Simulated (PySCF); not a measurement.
**Geometry relaxation of GeSiH$_{4}$F$_{2}$**

GeSiH$_{4}$F$_{2}$, SMILES [F][GeH]([F])[SiH3], computed with PBE0-D3(BJ)/def2-SVP geometry optimisation, gas phase (PySCF 2.14.0).

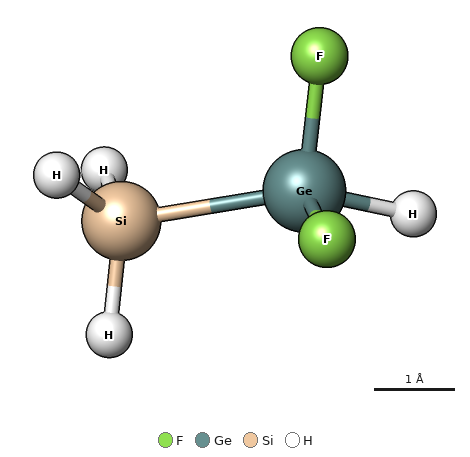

**Figure 1.** The input geometry (ball-and-stick view, seen at a tilt). Sticks mark near contacts. Bond lengths as drawn: F–Ge 1.75 to 1.78 Å, Ge–H 1.52 Å, Ge–Si 2.42 Å and H–Si 1.45 to 1.46 Å.

### Input file
```
{"job": {"xc": "PBE0", "basis": "def2-SVP", "d3": "d3bj", "grid": 1, "shake": 0.01, "kind": "geom"}, "charge": 0, "multiplicity": 1}
F     -1.637740     1.254580    -0.940830
Ge    -1.070540     0.033210     0.170180
F     -1.721280    -1.401010    -0.658600
Si     1.345700    -0.012140     0.043660
H     -2.146100     0.167190     1.239870
H      1.765440    -1.136870     0.855980
H      1.816970     1.243660     0.598910
H      1.702690    -0.167760    -1.361630
```

The first line tells a small driver script what to run in PySCF; the rest is the geometry in Å.

Machine: 1 CPU thread, shared host.

Command:
```bash
OMP_NUM_THREADS=1 python <driver script> task.json out
```

### Output
```
step   0  E = -2567.55885261  max force = 0.026233
step   1  E = -2567.56710079  max force = 0.011344
step   2  E = -2567.56764374  max force = 0.002256
step   3  E = -2567.56771563  max force = 0.001411
step   4  E = -2567.56778315  max force = 0.000737
step   5  E = -2567.56779092  max force = 0.000429
optimisation converged
```

### Trajectory as extended XYZ (Å, eV, eV/Å), 6 frames, from step=0 to step=5
```
8
Properties=species:S:1:pos:R:3:forces:R:3 step=0 energy=-69866.83507
F    -1.6377    1.2546   -0.9408    0.3631   0.2209  -0.0252
Ge   -1.0705    0.0332    0.1702   -1.0053  -0.7210  -1.3490
F    -1.7213   -1.4010   -0.6586    0.6949   0.4455   0.4219
Si    1.3457   -0.0121    0.0437   -1.1351   0.0262   0.1529
H    -2.1461    0.1672    1.2399    0.3274   0.0700   0.6898
H     1.7654   -1.1369    0.8560    0.3450  -0.6277   0.4109
H     1.8170    1.2437    0.5989    0.3156   0.6531   0.2595
H     1.7027   -0.1678   -1.3616    0.0944  -0.0670  -0.5607
8
Properties=species:S:1:pos:R:3:forces:R:3 step=1 energy=-69867.05951
F    -1.6140    1.2892   -1.0185   -0.0342  -0.0790   0.0624
Ge   -1.1258    0.0259    0.0787    0.1832   0.5833   0.3529
F    -1.5935   -1.4398   -0.6865   -0.2882  -0.5299  -0.3017
Si    1.2596   -0.0081    0.0665   -0.2292   0.0425   0.0757
H    -2.0141    0.1704    1.3407    0.1537  -0.0051  -0.1762
H     1.7210   -1.1526    0.8919    0.0626  -0.1094   0.0447
H     1.7693    1.2663    0.6310    0.0800   0.1112   0.0212
H     1.6529   -0.1701   -1.3559    0.0720  -0.0137  -0.0789
8
Properties=species:S:1:pos:R:3:forces:R:3 step=2 energy=-69867.07429
F    -1.6251    1.2913   -1.0081   -0.0136  -0.0276   0.0089
Ge   -1.1251    0.0262    0.0770    0.0325  -0.0636  -0.1160
F    -1.6387   -1.4489   -0.6967   -0.0128   0.1103   0.0537
Si    1.2588   -0.0084    0.0684   -0.0502  -0.0037   0.0331
H    -1.9894    0.1808    1.3360    0.0136  -0.0081   0.0361
H     1.7268   -1.1581    0.8951    0.0049  -0.0084  -0.0091
H     1.7796    1.2709    0.6307   -0.0040   0.0029  -0.0115
H     1.6684   -0.1728   -1.3545    0.0296  -0.0019   0.0047
8
Properties=species:S:1:pos:R:3:forces:R:3 step=3 energy=-69867.07624
F    -1.6305    1.2933   -1.0072   -0.0070  -0.0035  -0.0002
Ge   -1.1238    0.0286    0.0737    0.0021  -0.0476  -0.0726
F    -1.6582   -1.4398   -0.6940   -0.0060   0.0582   0.0287
Si    1.2581   -0.0126    0.0657    0.0013  -0.0049   0.0116
H    -1.9738    0.1845    1.3422    0.0116   0.0020   0.0377
H     1.7249   -1.1632    0.8931   -0.0065   0.0030  -0.0073
H     1.7783    1.2674    0.6283   -0.0104  -0.0061  -0.0068
H     1.6803   -0.1770   -1.3540    0.0150  -0.0011   0.0090
8
Properties=species:S:1:pos:R:3:forces:R:3 step=4 energy=-69867.07808
F    -1.6392    1.3025   -1.0031    0.0030   0.0155   0.0000
Ge   -1.1224    0.0337    0.0666   -0.0245  -0.0033   0.0108
F    -1.7019   -1.4206   -0.6880    0.0019  -0.0171  -0.0041
Si    1.2579   -0.0241    0.0566    0.0379  -0.0058  -0.0279
H    -1.9342    0.1975    1.3613    0.0092   0.0103   0.0046
H     1.7158   -1.1753    0.8879   -0.0122   0.0063   0.0062
H     1.7733    1.2568    0.6216   -0.0089  -0.0052   0.0068
H     1.7061   -0.1893   -1.3552   -0.0063  -0.0006   0.0036
8
Properties=species:S:1:pos:R:3:forces:R:3 step=5 energy=-69867.07829
F    -1.6395    1.3067   -1.0001    0.0012   0.0088   0.0010
Ge   -1.1223    0.0350    0.0662   -0.0090   0.0032   0.0109
F    -1.7102   -1.4176   -0.6853    0.0007  -0.0130  -0.0024
Si    1.2585   -0.0275    0.0524    0.0193  -0.0043  -0.0220
H    -1.9241    0.2031    1.3666    0.0018   0.0064   0.0008
H     1.7115   -1.1783    0.8866   -0.0059   0.0032   0.0055
H     1.7718    1.2533    0.6193   -0.0031  -0.0034   0.0053
H     1.7095   -0.1935   -1.3581   -0.0050  -0.0010   0.0009
```

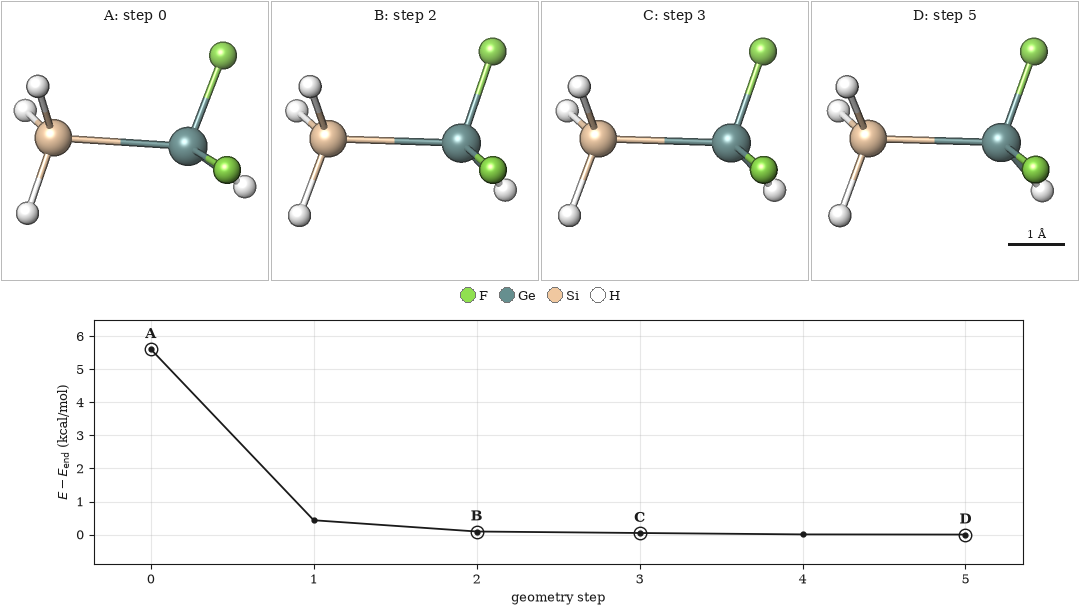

**Figure 2.** Frames of the relaxation (ball-and-stick view, seen at a tilt) above the curves, on which the letters mark them (steps are counted from 0).

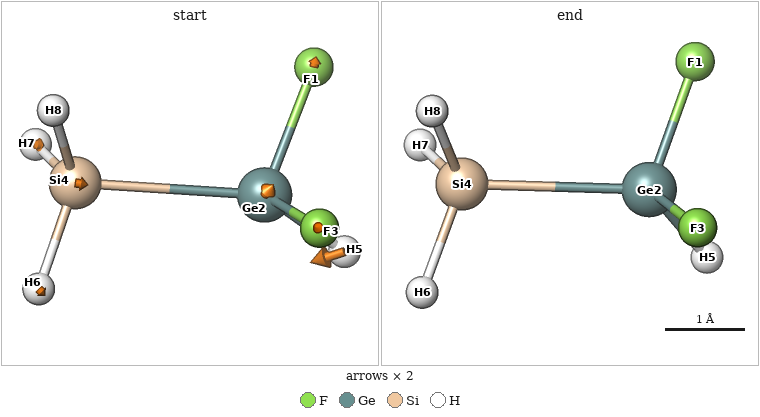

**Figure 3.** Before (left) and after (right) the relaxation, at one scale (ball-and-stick view, seen at a tilt). The orange arrows give the displacements, magnified 2 times. After 5 geometry steps the energy has fallen by 5.61 kcal/mol. The largest force component goes from 1.3 to 0.022 eV/Å. H5 moves most after the best rigid fit: 0.25 Å. By element the largest moves are H 0.25 Å, Ge 0.12 Å, Si 0.09 Å, F 0.07 Å. Among the contacts that change: Si4–H6 1.450 → 1.492 Å, Ge2–F3 1.780 → 1.738 Å, Ge2–Si4 2.420 → 2.382 Å, Si4–H8 1.458 → 1.490 Å. Among the angles that change: Si4–Ge2–H5 138.0° → 122.0°, F3–Ge2–H5 98.0° → 106.3°, F1–Ge2–H5 99.0° → 106.5°. (Atoms are counted from 1 in the order of the input.)

### Key numbers

```tsv
quantity	value
outcome	converged
total energy	−2567.567791 hartree
dipole moment	2.96 D
point group	Cs
wall time	23 s
peak memory	0.41 GiB
```
